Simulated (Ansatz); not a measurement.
# Bands, cutoff and cost in G0W0 for H4C2SeSO2 (Pc), part 2 of 2

Aim: see how the G0W0 gap of H4C2SeSO2 (Pc) on PBE moves with empty bands and screening cutoff, and what each rung costs.

Ansatz 0.2.0; G0W0 on PBE, plane waves, PAW; PAW set soft_1. Known limits of the many-body steps: not at the basis limit; no spin-orbit coupling; coarse k mesh.

So far. Step 4 (1091 empty bands, screening to 160 eV): Against the run with 4×4×2 mesh, 507 empty bands, screening to 96 eV, PAW set soft_1 files, the gap moves by +0.05 eV.

### Step 5. Changing the k mesh: 2×2×2 mesh, 507 empty bands, screening to 96 eV, PAW set soft_1 files

Only the mesh changes. It samples the long-range screening, which converges on its own terms. Bands and cutoff differ from the step before, so it is read against an earlier run that matches them.

input.yaml

```yaml
crystal:
  lattice:
    - [5.6201, 0.0, 0.0]
    - [0.0, 5.429, 0.0]
    - [-4.1064155037, 0.0, 7.782155437]
  atoms:
    - { symbol: H, position: [0.9903275064, 0.7473635647, 0.4660418871] }
    - { symbol: H, position: [0.9903275064, 0.2526364353, 0.9660418871] }
    - { symbol: H, position: [0.9526666536, 0.4949916995, 0.3188623577] }
    - { symbol: H, position: [0.9526666536, 0.5050083005, 0.8188623577] }
    - { symbol: H, position: [0.3242621606, 0.9254302466, -0.0008390993] }
    - { symbol: H, position: [0.3242621606, 0.0745697534, 0.4991609007] }
    - { symbol: H, position: [0.4578783155, 0.1133202744, 0.1941292844] }
    - { symbol: H, position: [0.4578783155, 0.8866797256, 0.6941292844] }
    - { symbol: C, position: [0.8719629278, 0.6686019466, 0.3380623345] }
    - { symbol: C, position: [0.8719629278, 0.3313980534, 0.8380623345] }
    - { symbol: C, position: [0.4713629967, 0.9401030733, 0.1349322238] }
    - { symbol: C, position: [0.4713629967, 0.0598969267, 0.6349322238] }
    - { symbol: Se, position: [0.4847737869, 0.6468803937, 0.274117174] }
    - { symbol: Se, position: [0.4847737869, 0.3531196063, 0.774117174] }
    - { symbol: S, position: [0.8080090367, 0.8871242417, 0.1698405285] }
    - { symbol: S, position: [0.8080090367, 0.1128757583, 0.6698405285] }
    - { symbol: O, position: [0.9794800703, 0.1049310127, 0.2322299963] }
    - { symbol: O, position: [0.9794800703, 0.8950689873, 0.7322299963] }
    - { symbol: O, position: [0.8018265455, 0.7599013105, 0.0217933131] }
    - { symbol: O, position: [0.8018265455, 0.2400986895, 0.5217933131] }
kpoints:
  mp_grid: { grid: [2, 2, 2] }
hamiltonian:
  xc: pbe
  pseudopotentials: { kind: paw, azcp: { folder: soft_1 } }
scf:
  occupations: { method: fixed }
gw:
  n_empty_bands: 507
  ecut_chi: 96
  qp_bands: [v4, c4]
  qp_kpoints: band_edges
  screening: { model: contour_deformation }
```

The run is started by

```console
> ansatz run input.yaml --threads 2 --pin off --max-ram 92160MiB --backend cuda --events-out ev --progress --plain --runs-dir out --devices 1 --max-vram 13GiB
```

Numbers of over 12 decimals in the logs are rounded to 6 here.

What it wrote:

```text
GPUs: using 1 of 1 available (devices: 1).
[...]
GPU FFT provider: cuFFT
GPU libraries: cuBLAS 13.8.2, cuFFT 12.4.0, cuSOLVER 12.3.4
Crystal: 20 atoms, lattice volume = 237.445 Å³
Basis set: ecut = 420 eV, 4629 PW (Γ)
Bands: 66, of which v1, the nominal top of the filled ones, is band 46 counted from 1 (45 counted from 0)
Symmetry: 2 space group operations
[...]
k-points: 8
[...]
0    50      7.4804    -8.4923    -4.2402   -14.1439  0.8102     8.9225     8.8919  root
[...]
7    47      6.1313    -9.1997    -3.5480   -14.0122  0.8136     7.4131     7.3959  root
     7    48      6.1313    -9.1997    -3.5480   -14.0122  0.8136     7.4131     7.3959  root
     7    49      6.8651    -9.0044    -3.9081   -14.2640  0.8112     8.2391     8.2166  root
     7    50      6.8651    -9.0044    -3.9081   -14.2640  0.8112     8.2391     8.2166  root
[key lines of the parts left out:]
SCF converged after 11 iterations
Free energy (F): -16138.390938 eV
Fermi energy:    2.917743 eV
```

The job ended after 20 s (1 × NVIDIA H100 80GB HBM3 (shared by 6 runs) with 2 threads of AMD EPYC 7R13 (Zen 3), shared host; peak memory 1.8 GiB; 23 s of CPU time).

Numbers from this step:

- bands summed: 553
- RPA ε∞ on this mesh (eigenvalues): 2.659, 2.870, 3.158
- plane waves in the screening matrix: 513
- G0W0 gap on the mesh: 5.643 eV
- k of the valence top: -0.5, -0.5, 0
- k of the conduction bottom: -0.5, 0, 0
- starting gap on the mesh: 2.986 eV
- least direct G0W0 gap on the computed points: 5.915 eV

Against the run with 4×4×2 mesh, 507 empty bands, screening to 96 eV, PAW set soft_1 files, the gap moves by +0.010 eV.

### Step 6. Changing the frequency model: 4×4×2 mesh, 1091 empty bands, screening to 160 eV, plasmon pole, PAW set soft_1 files

A plasmon pole stands in for the full frequency dependence of the screening; this run shows what that costs in accuracy. Bands and cutoff differ from the step before, so it is read against an earlier run that matches them.

Edit input.yaml of step 5 so:

```diff
@@ -27,3 +27,3 @@
 kpoints:
-  mp_grid: { grid: [2, 2, 2] }
+  mp_grid: { grid: [4, 4, 2] }
 hamiltonian:
@@ -34,6 +34,6 @@
 gw:
-  n_empty_bands: 507
-  ecut_chi: 96
+  n_empty_bands: 1091
+  ecut_chi: 160.0
   qp_bands: [v4, c4]
   qp_kpoints: band_edges
-  screening: { model: contour_deformation }
+  screening: { model: godby_needs }
```

What it wrote:

```text
GPUs: using 1 of 1 available (devices: 1).
[...]
GPU FFT provider: cuFFT
GPU libraries: cuBLAS 13.8.2, cuFFT 12.4.0, cuSOLVER 12.3.4
Crystal: 20 atoms, lattice volume = 237.445 Å³
Basis set: ecut = 420 eV, 4629 PW (Γ)
Bands: 66, of which v1, the nominal top of the filled ones, is band 46 counted from 1 (45 counted from 0)
Symmetry: 2 space group operations
[...]
k-points: 18 of 32 (time reversal used)
[...]
0    50      7.4753    -8.5315    -4.2919   -14.1484  0.8253     8.8098     8.8002  root
[...]
17    47      6.1250    -9.2865    -3.5599   -14.0166  0.8263     7.3015     7.2952  root
    17    48      6.1250    -9.2865    -3.5599   -14.0166  0.8263     7.3015     7.2952  root
    17    49      6.8595    -9.0584    -3.9486   -14.2674  0.8249     8.1280     8.1199  root
    17    50      6.8595    -9.0584    -3.9486   -14.2674  0.8249     8.1280     8.1199  root
[key lines of the parts left out:]
SCF converged after 11 iterations
Free energy (F): -16138.448997 eV
Fermi energy:    2.908312 eV
```

The job ended after 5.7 min (1 × NVIDIA H100 80GB HBM3 (shared by 6 runs) with 2 threads; peak memory 8.9 GiB; 9.5 min of CPU time).

This step gave:

- bands summed: 1137
- plasmon-pole fit frequency: 23.11 eV
- RPA ε∞ on this mesh (eigenvalues): 2.633, 2.778, 3.005
- plane waves in the screening matrix: 1083
- G0W0 gap on the mesh: 5.749 eV
- k of the valence top: -0.5, -0.5, 0
- k of the conduction bottom: -0.5, 0, 0
- starting gap on the mesh: 2.989 eV
- least direct G0W0 gap on the computed points: 6.024 eV

Against the run with 4×4×2 mesh, 1091 empty bands, screening to 160 eV, PAW set soft_1 files, the gap moves by +0.07 eV.

### Step 7. Changing the files and raising the bands: 4×4×2 mesh, 1617 empty bands, screening to 208 eV, hard PAW files

Other atomic data (hard PAW) test the pseudisation: the cutoff goes from 420 to 930 eV, with the same valence electrons. Bands and screening cutoff change too, so the step is no clean test of the files.

This step: G0W0 on PBE, plane waves, PAW.

Edit input.yaml of step 6 so:

```diff
@@ -30,3 +30,3 @@
   xc: pbe
-  pseudopotentials: { kind: paw, azcp: { folder: soft_1 } }
+  pseudopotentials: { kind: paw, source: ansatz }
 scf:
@@ -34,6 +34,6 @@
 gw:
-  n_empty_bands: 1091
-  ecut_chi: 160.0
+  n_empty_bands: 1617
+  ecut_chi: 208.0
   qp_bands: [v4, c4]
   qp_kpoints: band_edges
-  screening: { model: godby_needs }
+  screening: { model: contour_deformation }
```

What it wrote:

```text
GPUs: using 1 of 1 available (devices: 1).
[...]
GPU FFT provider: cuFFT
GPU libraries: cuBLAS 13.8.2, cuFFT 12.4.0, cuSOLVER 12.3.4
Crystal: 20 atoms, lattice volume = 237.445 Å³
Basis set: ecut = 930 eV, 15281 PW (Γ)
Bands: 66, of which v1, the nominal top of the filled ones, is band 46 counted from 1 (45 counted from 0)
Symmetry: 2 space group operations
[...]
k-points: 18 of 32 (time reversal used)
[...]
0    50      7.7363    -8.5361    -4.4808   -14.1479  0.8092     8.8839     8.8672  root
[...]
17    47      6.3834    -9.2874    -3.7411   -14.0169  0.8141     7.3810     7.3717  root
    17    48      6.3834    -9.2874    -3.7411   -14.0169  0.8141     7.3810     7.3717  root
    17    49      7.1190    -9.0598    -4.1360   -14.2666  0.8111     8.2023     8.1897  root
    17    50      7.1190    -9.0598    -4.1360   -14.2666  0.8111     8.2023     8.1897  root
[key lines of the parts left out:]
SCF converged after 11 iterations
Free energy (F): -16138.472065 eV
Fermi energy:    3.164246 eV
```

Run time: 8.5 min. Hardware: 1 × NVIDIA H100 80GB HBM3 (shared by 6 runs) with 2 threads; peak memory 18 GiB.

Numbers from this step:

* bands summed: 1663
* RPA ε∞ on this mesh (eigenvalues): 2.630, 2.775, 3.002
* plane waves in the screening matrix: 1641
* G0W0 gap on the mesh: 5.692 eV
* k of the valence top: -0.5, -0.5, 0
* k of the conduction bottom: -0.5, 0, 0
* starting gap on the mesh: 2.992 eV
* least direct G0W0 gap on the computed points: 5.965 eV

Against the run with 4×4×2 mesh, 1091 empty bands, screening to 160 eV, PAW set soft_1 files, the gap moves by +0.013 eV.

### Step 8. Convergence and cost

Times are wall times on 1 × NVIDIA H100 80GB HBM3 (shared by 6 runs) with 2 threads of AMD EPYC 7R13 (Zen 3), shared host, good to a factor of about two.

```
 mesh           files            frequency  bands summed  cutoff (eV)  start (eV)  G0W0 (eV)     time  host memory (GiB)
4×4×2  PAW set soft_1  contour deformation           225           48       2.989      5.516     31 s                1.6
4×4×2  PAW set soft_1  contour deformation           553           96       2.989      5.633     69 s                2.8
4×4×2  PAW set soft_1  contour deformation          1137          160       2.989      5.679    3 min                6.3
2×2×2  PAW set soft_1  contour deformation           553           96       2.986      5.643     20 s                1.8
4×4×2  PAW set soft_1         plasmon pole          1137          160       2.989      5.749  5.7 min                8.9
4×4×2        hard PAW  contour deformation          1663          208       2.992      5.692  8.5 min                 18
```

How the two edges are built up, in eV (the quasiparticle level is the starting level plus Σx plus Σc less Vxc):

```
       run               edge  start      Σx     Σc     Vxc     Z    QP
 225 bands        valence top   2.91  -18.12   2.35  -14.74  0.81  1.88
 225 bands  conduction bottom   5.90   -9.24  -3.09  -13.83  0.82  7.39
 553 bands        valence top   2.91  -18.12   1.95  -14.74  0.80  1.48
 553 bands  conduction bottom   5.90   -9.24  -3.37  -13.83  0.82  7.11
1137 bands        valence top   2.91  -18.12   1.73  -14.74  0.80  1.25
1137 bands  conduction bottom   5.90   -9.24  -3.55  -13.83  0.82  6.93
```

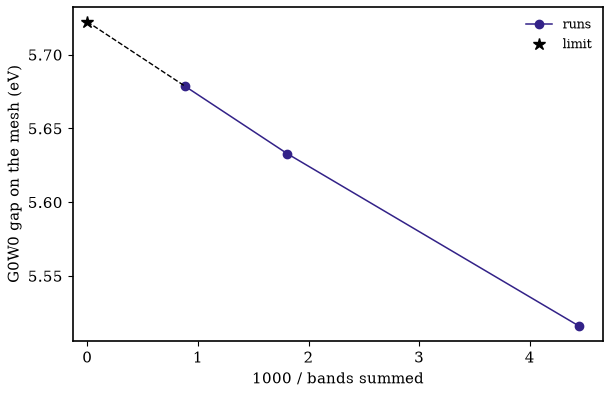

The gap against one over the number of bands; the dashed line carries the two highest rungs to the limit.

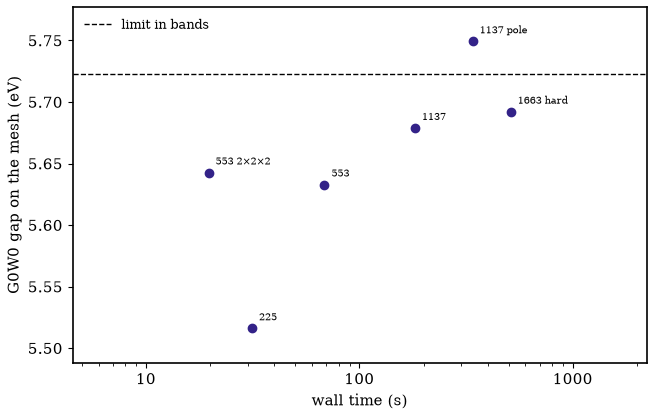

Result against wall time.

### Step 9. Outcome

```
225 bands, 48 eV                    : 5.516 eV
553 bands, 96 eV                    : 5.633 eV
1137 bands, 160 eV                  : 5.679 eV
estimated limit in bands and cutoff : 5.72 eV
mesh and start                      : 4×4×2, PBE
```

What this shows: A line in one over the bands through the two highest rungs gives 5.72 eV, +0.04 eV from the top rung; the pair below gives 5.71 eV, in fair agreement. The rungs stand 0.21 eV (225 bands), 0.09 eV (553 bands) and 0.04 eV (1137 bands) from it. From 225 to 1137 bands the gap moves by +0.16 eV while the time grows 5.8-fold. Σc changes by −0.63 eV at the valence top and −0.46 eV at the conduction bottom, so the levels themselves move more than the gap between them. On the 2×2×2 mesh in place of 4×4×2 the gap differs by +0.01 eV, of which −0.003 eV is already in the start. The plasmon-pole model gives +0.07 eV against contour deformation, 3 % of the correction, and saved no time in this program. With hard PAW files and 1663 bands the gap is 5.69 eV; the line for the PAW set soft_1 files gives 5.69 eV at that count, a difference of −0.001 eV that holds the line's own error too. The cheapest rung within 0.1 eV of this estimate is that with 553 bands (69 s). The many-body steps are scalar-relativistic: spin-orbit coupling is not in them.

[Paths, hosts, dates, memory and timing lines, banners, echoed tables and standing remarks are left out of the program output.]

[Logs are printed without paths, hosts, clocks, repeated set-up lines and the standing remarks that a program may print on its own settings, such as how far it seeks lower states.]

[Runs of the session that timed out or met a known fault of the program may be left out.]

[Cells called generated may have been cut or substituted from an entry of the Crystallography Open Database or the Materials Project.]

[Hosts, paths, dates, database ids (printed as entryN), source tags and the programs' standing remarks are cut or masked in the printed files.]
